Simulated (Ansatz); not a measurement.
# WSe2: random displacements

This session takes WSe2 and sets out to compute energies and forces of randomly disturbed cells.

Computed with Ansatz 0.2.0 (DFT r2SCAN, scalar-relativistic, plane waves, PAW, unless a step's input says otherwise).

## Step 1: The structure to begin with

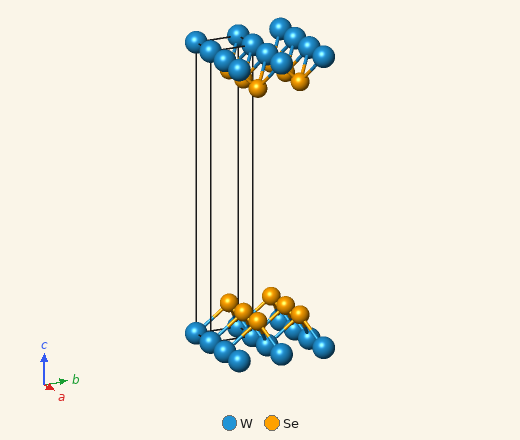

The starting structure, seen slightly off an axis (tungsten blue, selenium orange). 3×2×1 cells are drawn. Atoms on the faces are drawn again on the opposite ones.

As a file:

```
W Se
1.0
     3.31794    0.00000    0.00000
    -1.65897    2.87342    0.00000
     0.00000    0.00000   16.65814
W Se
1 2
Direct
  0.00000 0.00000 0.00000
  0.33333 0.66667 0.09979
  0.33333 0.66667 0.90021
```

It goes back to an entry of the Materials Project, which need not be the stable form.

No relaxation comes first: the listed cell is the starting point.

## Step 2: Zero of energy

Reference values: F = -21355.3432 eV; pressure -0.16 GPa; largest force 0.047 eV/Å; gap on the mesh 1.64 eV. It was computed beforehand with the settings of the runs below.

## Step 3: Setting up random displacements

All atoms are moved at random with no net shift, in some cells together with a random strain.

## Step 4: At rms move = 0.116 Å

input.yaml

```yaml
crystal:
  lattice:
    - [3.1683912536, -0.0736141138, 0.1843277587]
    - [-1.6479473194, 2.7801034895, -0.09098712]
    - [0.9254417754, 0.0068220577, 15.9104968356]
  atoms:
    - { symbol: W, position: [-0.0043251593, 0.0132692761, -0.0010626711] }
    - { symbol: Se, position: [0.3814904526, 0.686245904, 0.101536039] }
    - { symbol: Se, position: [0.2895013733, 0.6338181532, 0.8995266321] }
basis:
  ecutwfc: 500
kpoints:
  mp_grid: { grid: [12, 12, 2] }
hamiltonian:
  xc: r2scan
scf:
  occupations: { method: gaussian, width: 0.05 }
output:
  forces: true
  stress: true
  eigenvalues: true
```

Command:

```console
$ ansatz run input.yaml --threads 2 --pin off --max-ram 5120MiB --backend cpu --events-out ev --progress --plain --runs-dir out
```

Standard output, shortened:

```text
Warning: RAYON_NUM_THREADS=2 ignored (pool sized by the plan → 2); use --threads N
[...]
Pseudopotentials: kind: paw
Pseudopotential: W, paw, valence charge 14, recommended cutoff 500 eV (meta_gga), W.paw.azcp
Pseudopotential: Se, paw, valence charge 16, recommended cutoff 500 eV (meta_gga), Se.paw.azcp
Functional definition: r2SCAN
[...]
Crystal: 3 atoms, lattice volume = 137.749 Å³
Basis set: ecut = 500 eV, 3485 PW (Γ), exchange–correlation on 96×96×480 points (64 copies of the dense FFT grid, shifted against one another)
Bands: 28, of which v1, the nominal top of the filled ones, is band 23 counted from 1 (22 counted from 0)
Symmetry: 1 space group operations
Space group: P1 (ITA 1), of the structure as read, at distance tolerance 5.2e-5 Å
k-points: 148 of 288 (time reversal used)
[...]
SCF iter   1: F=—  HF=-21353.576494 eV  |F-HF|=—  |Δ(HF+E_count)|=         —  Δρ=4.40e-3  dr2=1.82e-2  dr2_τ=9.42e-2  ethr=1.77e-3  ⟨swp⟩=8.8  Hψ=21387  notcnv=0
[...]
SCF iter   9: F=-21353.664355 eV  HF=-21353.664355 eV  |F-HF|=5.73e-9  |Δ(HF+E_count)|=   2.60e-7  Δρ=3.64e-6  dr2=2.19e-8  dr2_τ=5.37e-9  ethr=2.17e-10  ⟨swp⟩=6.9  Hψ=22336  notcnv=0
[...]
SCF converged after 9 iterations
Free energy (F): -21353.664355 eV
[...]
E sigma→0 (E₀):  -21353.664355 eV
Fermi energy:    3.450449 eV
[...]
--- Forces (eV/Å), atoms counted from 1 ---
  atom   1  W      2.56598580     0.09230150    -0.61883073
  atom   2  Se    -4.71554302    -1.50925331     4.13954681
  atom   3  Se     2.14954943     1.41695355    -3.52071701
[...]
--- Stress (GPa, compression-positive) ---
       10.671508       2.770991     -12.237714
        2.770991      11.551043      -5.271835
      -12.237714      -5.271835      13.565953
  P = ⅓ Tr σ = 11.9295 GPa (119.295 kbar)
--- Band table (eV; the first three rows and the last of 148) ---
  k-point 0: bands = ["-73.0719", "-46.0012", "-45.9922", "-45.9793", "-45.9702", "-45.9641", "-45.9450", "-45.9326", "-45.9310", "-45.9266", "-45.9030", "-36.9570", "-36.6722", "-36.6146", "-13.7835", "-12.0369", "-4.5905", "-1.0413", "-0.4642", "0.4877", "0.8404", "1.1931", "2.3909", [...]
[...]
```

It took 47 s on 2 threads of Oxide Virtual Turin-like (Zen 5), shared host; peak memory 1 GiB.

## Step 5: Point rms move = 0.494 Å

input.yaml

```yaml
crystal:
  lattice:
    - [3.3964819134, 0.0533018957, 0.0071200264]
    - [-1.652080161, 2.9895333832, 0.0178962201]
    - [0.0357470296, 0.1243887799, 17.3797999597]
  atoms:
    - { symbol: W, position: [-0.1698304009, -0.0880930304, -0.0119251176] }
    - { symbol: Se, position: [0.2896204515, 0.6036503177, 0.1078949301] }
    - { symbol: Se, position: [0.546876616, 0.817776046, 0.9040301875] }
basis:
  ecutwfc: 500
kpoints:
  mp_grid: { grid: [12, 12, 2] }
hamiltonian:
  xc: r2scan
scf:
  occupations: { method: gaussian, width: 0.05 }
output:
  forces: true
  stress: true
  eigenvalues: true
```

Command:

```console
$ ansatz run input.yaml --threads 2 --pin off --max-ram 5120MiB --backend cpu --events-out ev --progress --plain --runs-dir out
```

Standard output, shortened:

```text
[...]
SCF converged after 8 iterations
Free energy (F): -21342.981545 eV
[...]
E sigma→0 (E₀):  -21342.980867 eV
Entropy (-TS):   -0.001355 eV (-0.452 meV/atom)
Fermi energy:    1.311480 eV
[...]
--- Forces (eV/Å), atoms counted from 1 ---
  atom   1  W     22.00670822     8.19501022    42.92022738
  atom   2  Se    -0.11849948     0.20351699    -2.53276525
  atom   3  Se   -21.88816102    -8.39852275   -40.38742695
[...]
--- Stress (GPa, compression-positive) ---
       14.499286       6.065423      28.626705
        6.065423      -0.397136      11.432501
       28.626701      11.432499      48.483747
  P = ⅓ Tr σ = 20.8620 GPa (208.620 kbar)
--- Band table (eV; the first three rows and the last of 148) ---
[...]
```

Run time: 43 s. Hardware: 2 threads of Oxide Virtual Turin-like (Zen 5), shared host; peak memory 1.2 GiB.

## Step 6: At rms move = 0.187 Å

input.yaml

```yaml
crystal:
  lattice:
    - [3.319033503, 0.0202798959, -0.0015383363]
    - [-1.6419538465, 2.8709262939, 0.0225765445]
    - [-0.0077234197, 0.1264244707, 16.5757546452]
  atoms:
    - { symbol: W, position: [0.0435092262, -0.0013723683, 0.0018692314] }
    - { symbol: Se, position: [0.2469087229, 0.6418265027, 0.09723199] }
    - { symbol: Se, position: [0.3762487176, 0.692879199, 0.9008987787] }
basis:
  ecutwfc: 500
kpoints:
  mp_grid: { grid: [12, 12, 2] }
hamiltonian:
  xc: r2scan
scf:
  occupations: { method: gaussian, width: 0.05 }
output:
  forces: true
  stress: true
  eigenvalues: true
  write_density: true
  write_potential: true
  elf: true
  volumetric_format: npy
```

Command:

```console
$ ansatz run input.yaml --threads 2 --pin off --max-ram 5120MiB --backend cpu --events-out ev --progress --plain --runs-dir out
```

Standard output, shortened:

```text
Warning: RAYON_NUM_THREADS=2 ignored (pool sized by the plan → 2); use --threads N
[...]
[... 4 set-up lines as earlier in the session ...]
[...]
Crystal: 3 atoms, lattice volume = 158.488 Å³
Basis set: ecut = 500 eV, 3959 PW (Γ), exchange–correlation on 100×100×500 points (64 copies of the dense FFT grid, shifted against one another)
Bands: 28, of which v1, the nominal top of the filled ones, is band 23 counted from 1 (22 counted from 0)
[... 1 set-up line as earlier in the session ...]
Space group: P1 (ITA 1), of the structure as read, at distance tolerance 5.4e-5 Å
k-points: 148 of 288 (time reversal used)
[...]
SCF iter   1: F=—  HF=-21354.382099 eV  |F-HF|=—  |Δ(HF+E_count)|=         —  Δρ=3.94e-3  dr2=1.45e-2  dr2_τ=5.79e-2  ethr=1.77e-3  ⟨swp⟩=8.7  Hψ=20625  notcnv=0
[...]
SCF iter   8: F=-21354.448958 eV  HF=-21354.448958 eV  |F-HF|=2.13e-7  |Δ(HF+E_count)|=   4.68e-6  Δρ=5.19e-6  dr2=9.29e-8  dr2_τ=1.52e-9  ethr=2.17e-10  ⟨swp⟩=17.2  Hψ=37570  notcnv=0
[...]
WARN: The output density's exchange-correlation potential varies sharply where the density is thin. Do not read a vacuum level from v_tot or v_xc, or from such a field of the output density. On a cell that repeats whose density bears no net charge and no dipole along the vacuum's axis use [...]
SCF converged after 8 iterations
Free energy (F): -21354.448958 eV
[...]
E sigma→0 (E₀):  -21354.448958 eV
Fermi energy:    2.298160 eV
[...]
--- Forces (eV/Å), atoms counted from 1 ---
  atom   1  W     -4.50670646     0.95391626    -3.27205666
  atom   2  Se     3.94403646    -0.74067194     3.28777394
  atom   3  Se     0.56265895    -0.21324377    -0.01580362
[...]
--- Stress (GPa, compression-positive) ---
        1.760463      -2.710967       5.328699
       -2.710967       1.939454      -0.806644
        5.328699      -0.806643       5.271490
  P = ⅓ Tr σ = 2.9905 GPa (29.905 kbar)
--- Band table (eV; the first three rows and the last of 148) ---
[...]
```

It took 78 s on 2 threads of Oxide Virtual Turin-like (Zen 5), shared host; peak memory 1.1 GiB.

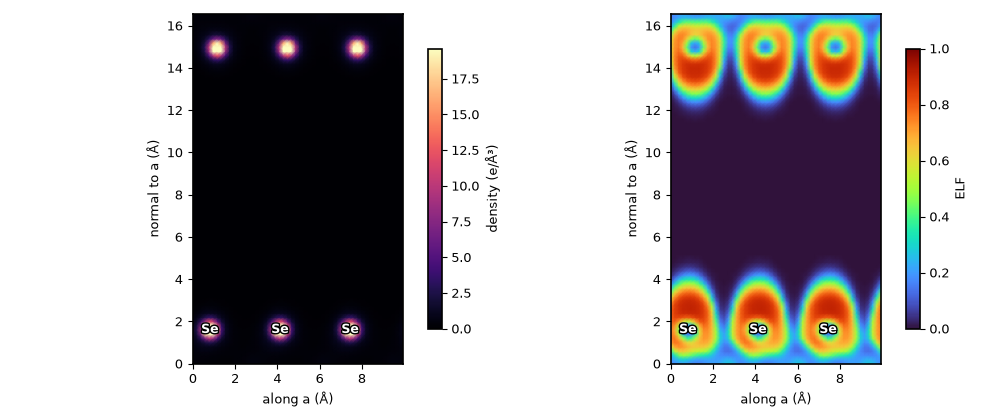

Density (left) and ELF (right) in a lattice plane of the grid's cell (edges 3.32 and 16.58 Å, at 0.642 of the third edge), which holds Se. Only atoms in the plane are labelled; the density scale stops at 19.61 e/Å³. Both are smooth fields of the valence electrons: close to the nuclei they are not physical.

Maxima of ELF outside the ion cores: 0.90 beside Se, off the lines to its neighbours, 1.0 Å from Se; 0.80 on the Se–W line, 0.8 Å from Se; 0.47 between the atoms, 1.9 Å from W.

## Step 7: rms move = 0.034 Å

input.yaml

```yaml
crystal:
  lattice:
    - [3.3179375931, 0.0, 0.0]
    - [-1.6589687966, 2.8734182438, 0.0]
    - [0.0, 0.0, 16.65814242]
  atoms:
    - { symbol: W, position: [0.0085408693, -0.0035472941, -0.0006941315] }
    - { symbol: Se, position: [0.3259689088, 0.6742683346, 0.0998232308] }
    - { symbol: Se, position: [0.3321568886, 0.6626122929, 0.9008709008] }
basis:
  ecutwfc: 500
kpoints:
  mp_grid: { grid: [12, 12, 2] }
hamiltonian:
  xc: r2scan
scf:
  occupations: { method: gaussian, width: 0.05 }
output:
  forces: true
  stress: true
  eigenvalues: true
```

Command:

```console
$ ansatz run input.yaml --threads 2 --pin off --max-ram 5120MiB --backend cpu --events-out ev --progress --plain --runs-dir out
```

Standard output, shortened:

```text
[...]
SCF converged after 8 iterations
Free energy (F): -21355.305506 eV
[...]
E sigma→0 (E₀):  -21355.305506 eV
Fermi energy:    2.285654 eV
[...]
--- Forces (eV/Å), atoms counted from 1 ---
  atom   1  W     -0.98327059     0.29261336     0.46255479
  atom   2  Se     0.66462326    -0.29851817    -0.13873851
  atom   3  Se     0.31863748     0.00590745    -0.32380742
[...]
--- Stress (GPa, compression-positive) ---
        0.101606      -0.334776       0.595595
       -0.334776      -0.073698      -0.514033
        0.595595      -0.514033       0.301364
  P = ⅓ Tr σ = 0.1098 GPa (1.098 kbar)
--- Band table (eV; the first three rows and the last of 148) ---
  k-point 0: bands = ["-74.4452", "-46.9108", "-46.9099", "-46.9012", "-46.8994", "-46.8764", "-46.8723", "-46.8689", "-46.8638", "-46.8579", "-46.8511", "-38.0712", "-37.9721", "-37.9628", "-13.9153", "-12.5398", "-4.9267", "-1.1452", "-1.0619", "-0.7362", "-0.1305", "0.3127", "1.2368", [...]
[...]
```

It took 47 s on 2 threads of Oxide Virtual Turin-like (Zen 5), shared host; peak memory 1.1 GiB.

## Step 8: At rms move = 0.048 Å

input.yaml

```yaml
crystal:
  lattice:
    - [3.3593890059, -0.0115738336, 0.0196445435]
    - [-1.6897177369, 2.8764170062, -0.008317574]
    - [0.0986280163, 0.0087232233, 16.7983659788]
  atoms:
    - { symbol: W, position: [-0.0011954097, 0.0177648259, -0.0002375465] }
    - { symbol: Se, position: [0.3271996984, 0.6503031044, 0.0995422857] }
    - { symbol: Se, position: [0.3406623779, 0.665265403, 0.9006952608] }
basis:
  ecutwfc: 500
kpoints:
  mp_grid: { grid: [12, 12, 2] }
hamiltonian:
  xc: r2scan
scf:
  occupations: { method: gaussian, width: 0.05 }
output:
  forces: true
  stress: true
  eigenvalues: true
```

Command:

```console
$ ansatz run input.yaml --threads 2 --pin off --max-ram 5120MiB --backend cpu --events-out ev --progress --plain --runs-dir out
```

Standard output, shortened:

```text
[...]
SCF converged after 8 iterations
Free energy (F): -21355.241900 eV
[...]
E sigma→0 (E₀):  -21355.241900 eV
Fermi energy:    2.155336 eV
[...]
--- Forces (eV/Å), atoms counted from 1 ---
  atom   1  W      0.90019396    -1.48404998     0.08292660
  atom   2  Se    -0.49798954     0.90966081    -0.22371431
  atom   3  Se    -0.40219687     0.57437015     0.14079556
[...]
--- Stress (GPa, compression-positive) ---
       -1.661134       0.496420      -0.173009
        0.496420       0.081462       0.565577
       -0.173009       0.565577      -0.603242
  P = ⅓ Tr σ = -0.7276 GPa (-7.276 kbar)
--- Band table (eV; the first three rows and the last of 148) ---
  k-point 0: bands = ["-74.6151", "-47.0314", "-47.0304", "-47.0292", "-47.0275", "-46.9999", "-46.9977", "-46.9928", "-46.9910", "-46.9813", "-46.9785", "-38.2279", "-38.1354", "-38.1261", "-13.9273", "-12.6133", "-4.9674", "-1.3199", "-1.0075", "-0.8770", "-0.3349", "0.3575", "1.0935", [...]
[...]
```

It took 50 s on 2 threads of Oxide Virtual Turin-like (Zen 5), shared host; peak memory 1.1 GiB.

## Step 9: At rms move = 0.035 Å

input.yaml

```yaml
crystal:
  lattice:
    - [3.3179375931, 0.0, 0.0]
    - [-1.6589687966, 2.8734182438, 0.0]
    - [0.0, 0.0, 16.65814242]
  atoms:
    - { symbol: W, position: [-0.0073825913, -0.0147999124, 0.0001453621] }
    - { symbol: Se, position: [0.3442814146, 0.6751334149, 0.0994642133] }
    - { symbol: Se, position: [0.3297678434, 0.6729998309, 0.9003904246] }
basis:
  ecutwfc: 500
kpoints:
  mp_grid: { grid: [12, 12, 2] }
hamiltonian:
  xc: r2scan
scf:
  occupations: { method: gaussian, width: 0.05 }
output:
  forces: true
  stress: true
  eigenvalues: true
```

Command:

```console
$ ansatz run input.yaml --threads 2 --pin off --max-ram 5120MiB --backend cpu --events-out ev --progress --plain --runs-dir out
```

Standard output, shortened:

```text
[...]
SCF converged after 8 iterations
Free energy (F): -21355.299691 eV
[...]
E sigma→0 (E₀):  -21355.299691 eV
Fermi energy:    2.291054 eV
[...]
--- Forces (eV/Å), atoms counted from 1 ---
  atom   1  W      0.00405234     1.20400591    -0.11623430
  atom   2  Se    -0.21832415    -0.63075490     0.13815916
  atom   3  Se     0.21427161    -0.57324388    -0.02193774
[...]
--- Stress (GPa, compression-positive) ---
        0.437559       0.003439      -0.723603
        0.003439      -0.447198      -0.091787
       -0.723603      -0.091787       0.267401
  P = ⅓ Tr σ = 0.0859 GPa (0.859 kbar)
--- Band table (eV; the first three rows and the last of 148) ---
  k-point 0: bands = ["-74.4454", "-46.9067", "-46.9049", "-46.9039", "-46.9022", "-46.8731", "-46.8703", "-46.8683", "-46.8660", "-46.8552", "-46.8520", "-38.0715", "-37.9734", "-37.9606", "-13.9108", "-12.5395", "-4.9246", "-1.1400", "-1.0401", "-0.7324", "-0.1877", "0.3731", "1.2296", [...]
[...]
```

It took 40 s on 2 threads of Oxide Virtual Turin-like (Zen 5), shared host; peak memory 1.1 GiB.

## Step 10: rms move = 0.175 Å

input.yaml

```yaml
crystal:
  lattice:
    - [3.2225396269, 0.0618520691, -0.0510027989]
    - [-1.5577043503, 2.8116655497, 0.0452207191]
    - [-0.2560662654, 0.1143193254, 16.1393676296]
  atoms:
    - { symbol: W, position: [-0.0071288122, -0.0338185402, 0.0106610438] }
    - { symbol: Se, position: [0.3537664265, 0.7147120065, 0.0897236079] }
    - { symbol: Se, position: [0.3200290524, 0.652439867, 0.8996153483] }
basis:
  ecutwfc: 500
kpoints:
  mp_grid: { grid: [12, 12, 2] }
hamiltonian:
  xc: r2scan
scf:
  occupations: { method: gaussian, width: 0.05 }
output:
  forces: true
  stress: true
  eigenvalues: true
```

Command:

```console
$ ansatz run input.yaml --threads 2 --pin off --max-ram 5120MiB --backend cpu --events-out ev --progress --plain --runs-dir out
```

Standard output, shortened:

```text
Warning: RAYON_NUM_THREADS=2 ignored (pool sized by the plan → 2); use --threads N
[...]
[... 4 set-up lines as earlier in the session ...]
[...]
Crystal: 3 atoms, lattice volume = 147.744 Å³
Basis set: ecut = 500 eV, 3723 PW (Γ), exchange–correlation on 96×96×480 points (64 copies of the dense FFT grid, shifted against one another)
Bands: 28, of which v1, the nominal top of the filled ones, is band 23 counted from 1 (22 counted from 0)
[... 1 set-up line as earlier in the session ...]
Space group: P1 (ITA 1), of the structure as read, at distance tolerance 5.3e-5 Å
k-points: 148 of 288 (time reversal used)
[...]
SCF iter   1: F=—  HF=-21352.430997 eV  |F-HF|=—  |Δ(HF+E_count)|=         —  Δρ=5.19e-3  dr2=3.11e-2  dr2_τ=1.04e-1  ethr=1.77e-3  ⟨swp⟩=8.9  Hψ=21239  notcnv=0
[...]
SCF iter   9: F=-21352.517235 eV  HF=-21352.517235 eV  |F-HF|=2.47e-10  |Δ(HF+E_count)|=   4.16e-7  Δρ=1.93e-6  dr2=1.00e-8  dr2_τ=5.75e-10  ethr=2.17e-10  ⟨swp⟩=13.4  Hψ=19521  notcnv=0
[...]
SCF converged after 9 iterations
Free energy (F): -21352.517235 eV
[...]
E sigma→0 (E₀):  -21352.517157 eV
Entropy (-TS):   -0.000157 eV (-0.052 meV/atom)
Fermi energy:    2.959521 eV
[...]
--- Forces (eV/Å), atoms counted from 1 ---
  atom   1  W     -4.16969829     5.55459295   -12.07111588
  atom   2  Se     4.23948542    -5.13815344    11.56390100
  atom   3  Se    -0.06979623    -0.41644183     0.50722488
[...]
--- Stress (GPa, compression-positive) ---
       18.822287      -3.427744       5.674889
       -3.427744       5.413109      -6.204735
        5.674889      -6.204735      14.875027
  P = ⅓ Tr σ = 13.0368 GPa (130.368 kbar)
--- Band table (eV; the first three rows and the last of 148) ---
[...]
```

Wall time 38 s (2 threads of Oxide Virtual Turin-like (Zen 5), shared host); peak memory 1 GiB.

## Step 11: rms move = 0.090 Å

input.yaml

```yaml
crystal:
  lattice:
    - [3.3179375931, 0.0, 0.0]
    - [-1.6589687966, 2.8734182438, 0.0]
    - [0.0, 0.0, 16.65814242]
  atoms:
    - { symbol: W, position: [-0.0232695957, 0.0018605708, 0.003268646] }
    - { symbol: Se, position: [0.3337999788, 0.6720663991, 0.0952156879] }
    - { symbol: Se, position: [0.3561362836, 0.6594063634, 0.9015156661] }
basis:
  ecutwfc: 500
kpoints:
  mp_grid: { grid: [12, 12, 2] }
hamiltonian:
  xc: r2scan
scf:
  occupations: { method: gaussian, width: 0.05 }
output:
  forces: true
  stress: true
  eigenvalues: true
```

Command:

```console
$ ansatz run input.yaml --threads 2 --pin off --max-ram 5120MiB --backend cpu --events-out ev --progress --plain --runs-dir out
```

Standard output, shortened:

```text
Warning: RAYON_NUM_THREADS=2 ignored (pool sized by the plan → 2); use --threads N
[...]
[... 4 set-up lines as earlier in the session ...]
[...]
Crystal: 3 atoms, lattice volume = 158.816 Å³
Basis set: ecut = 500 eV, 3973 PW (Γ), exchange–correlation on 100×100×500 points (64 copies of the dense FFT grid, shifted against one another)
Bands: 28, of which v1, the nominal top of the filled ones, is band 23 counted from 1 (22 counted from 0)
[... 2 set-up lines as earlier in the session ...]
k-points: 148 of 288 (time reversal used)
[...]
SCF iter   1: F=—  HF=-21354.969160 eV  |F-HF|=—  |Δ(HF+E_count)|=         —  Δρ=3.59e-3  dr2=8.64e-3  dr2_τ=5.35e-2  ethr=1.77e-3  ⟨swp⟩=8.7  Hψ=20718  notcnv=0
[...]
SCF iter   8: F=-21355.037167 eV  HF=-21355.037166 eV  |F-HF|=1.92e-7  |Δ(HF+E_count)|=   6.88e-7  Δρ=5.21e-6  dr2=6.25e-8  dr2_τ=2.94e-9  ethr=2.17e-10  ⟨swp⟩=6.2  Hψ=20859  notcnv=0
[...]
SCF converged after 8 iterations
Free energy (F): -21355.037167 eV
[...]
E sigma→0 (E₀):  -21355.037167 eV
Fermi energy:    2.159632 eV
[...]
--- Forces (eV/Å), atoms counted from 1 ---
  atom   1  W      2.35792478    -0.01750357    -2.46115652
  atom   2  Se    -0.97276384    -0.09734987     2.41989833
  atom   3  Se    -1.38514125     0.11485930     0.04120539
[...]
--- Stress (GPa, compression-positive) ---
        1.449845       0.918546       0.865463
        0.918546       1.486297      -0.346833
        0.865463      -0.346833       3.668695
  P = ⅓ Tr σ = 2.2016 GPa (22.016 kbar)
--- Band table (eV; the first three rows and the last of 148) ---
[... band rows left out ...]
[...]
```

Run time: 42 s. Hardware: 2 threads of Oxide Virtual Turin-like (Zen 5), shared host; peak memory 1.1 GiB.

## Step 12: The scan collected

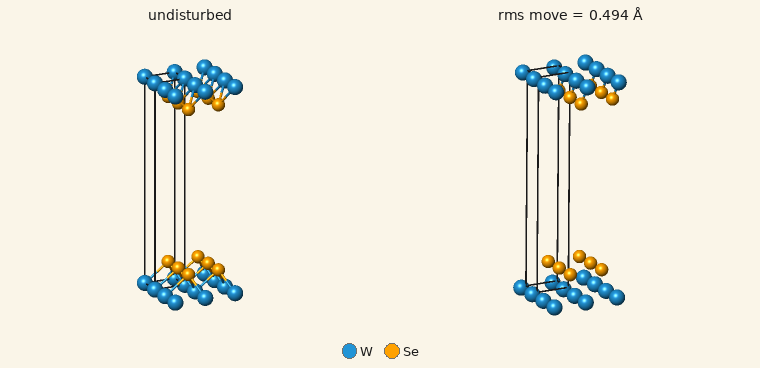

The undisturbed cell and the costliest point of the scan, at one scale, with neighbouring cells.

Collected from the runs (energy zero: the undisturbed cell):

| rms move (Å) | ΔE (meV/atom) | largest force (eV/Å) | shortest distance (Å) | pressure (GPa) | gap on the mesh (eV) |
| --- | --- | --- | --- | --- | --- |
| 0.000 | 0.0 | 0.05 | 2.54 | -0.2 | 1.64 |
| 0.034 | 12.6 | 1.13 | 2.49 | 0.1 | 1.62 |
| 0.035 | 14.5 | 1.21 | 2.49 | 0.1 | 1.62 |
| 0.048 | 33.8 | 1.74 | 2.47 | -0.7 | 1.58 |
| 0.090 | 102.0 | 3.41 | 2.40 | 2.2 | 1.49 |
| 0.116 | 559.6 | 6.45 | 2.21 | 11.9 | 1.68 |
| 0.175 | 942.0 | 13.93 | 2.09 | 13.0 | 0.13 |
| 0.187 | 298.1 | 5.65 | 2.25 | 3.0 | 1.43 |
| 0.494 | 4120.5 | 48.92 | 1.70 | 20.9 | 0.00 |

Where the gap reads zero, the mesh chosen for the insulator is on the coarse side.

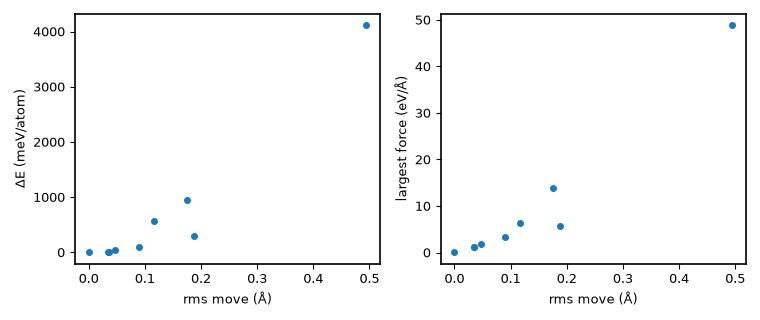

ΔE and largest force along the scan.

## Step 13: Results

| quantity | value |
| --- | --- |
| costliest cell | 4120.5 meV/atom at an rms move of 0.494 Å |

**Reading.** The cost runs from 12.6 to 4120.5 meV/atom. Energy over the square of the rms move lies between 8.5 and 41.3 eV/Å² per atom; a harmonic solid under isotropic random moves would keep it roughly constant, while strain and close contacts change it. The gap on the mesh, 1.64 eV at the start, reads zero at rms move = 0.494. These runs have no spin-orbit coupling; with W it would split and shift bands. The cell holds empty space of several Å, a single layer or slab in vacuum, so volume, pressure and the long edge depend on that space. Where forces pass 15 eV/Å atoms stand far too close, the PAW spheres overlap strongly and those numbers are rough.
